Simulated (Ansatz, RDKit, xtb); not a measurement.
# Isomers of C3H5FGe, a sample narrowed down

A sample of isomers of C3H5FGe is drawn. Aim: find which of them has the lowest free energy at 298.15 K, then its properties. The sample is small against all isomers, and the most stable one of this formula need not be in it.

Plan: many cheap relaxations first (GFN2-xTB), then density-functional screening, relaxation at r2SCAN-D4/def2-SVP, vibrations (at GFN2-xTB) and a final energy. The numbers are computed, not measured.

## 1. Candidates

Isomers were taken from a list of plausible structures; this is a sample, not all of them. That gives 3 candidates.

```
label              SMILES     spin
 c168  C#C[C@@H](F)[GeH3]  singlet
 c573     FC#C[CH2][GeH3]  singlet
 c824       FCC#[C][GeH3]  singlet
```

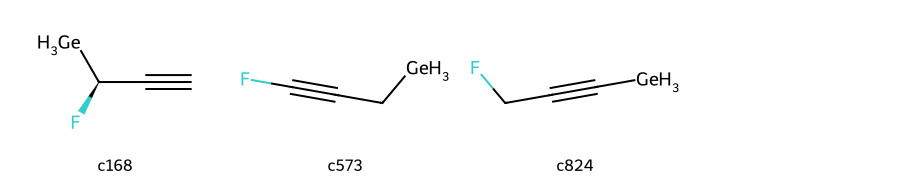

Structural formulas of the candidates.

Candidates are built by distance geometry, with a force field where one applies, in up to four conformers (letters a to d).

**Question.** With final energies at CCSD(T)/def2-SVP + MP2/def2-TZVPP - MP2/def2-SVP, which structure will this search put lowest in free energy, and by what margin?

| quantity | value |
| --- | --- |
| lowest structure found | FCC#[C][GeH3], singlet |
| next finalist | C#C[C@@H](F)[GeH3], singlet, 10.8 kcal/mol higher in G |
| share at equilibrium, among the finalists | 100.0 % |

The search ends on `FCC#[C][GeH3]`. The margin of 10.8 kcal/mol over the next finalist is beyond the usual error of the last level; it says nothing of structures that weren't ranked. GFN2-xTB, HF/STO-3G, r2SCAN-D4/def2-SVP, r2SCAN-D4/def2-SVP, relaxed, HF/def2-SVP and MP2/def2-SVP already put its bonding pattern lowest among the structures in one piece. The search is not exhaustive (a finite list of starts, one conformer a finalist), so a lower isomer can't be ruled out. Only 3 drawn patterns were tried, so whole families of isomers are missing, and the result ranks this sample alone.
